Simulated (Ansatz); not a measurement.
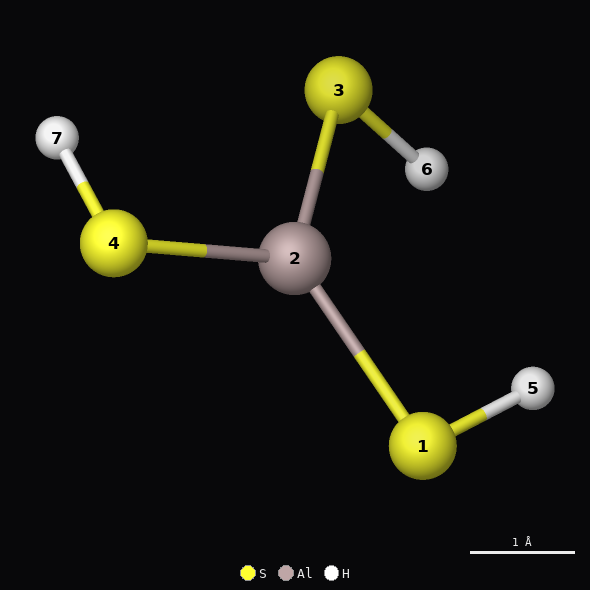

Atoms carry their numbers in the input. Computed geometry: PBE-D4/def2-SVP optimisation. No frequency run is at hand to confirm it as a minimum.

### What is the geometry at S1?

S1 has 2 neighbours (Al2 at 2.20, H5 at 1.36 Å); the arrangement is bent.

### How are the neighbours of atom 4 arranged?

S4 has 2 neighbours (Al2 at 2.19, H7 at 1.36 Å); the arrangement is bent.

### How are the neighbours of atom 3 arranged?

S3 has 2 neighbours (Al2 at 2.20, H6 at 1.36 Å); the arrangement is bent.

### Describe the coordination of atom 2.

Al2 has 3 neighbours (S1 at 2.20, S3 at 2.20, S4 at 2.19 Å); the arrangement is trigonal planar.
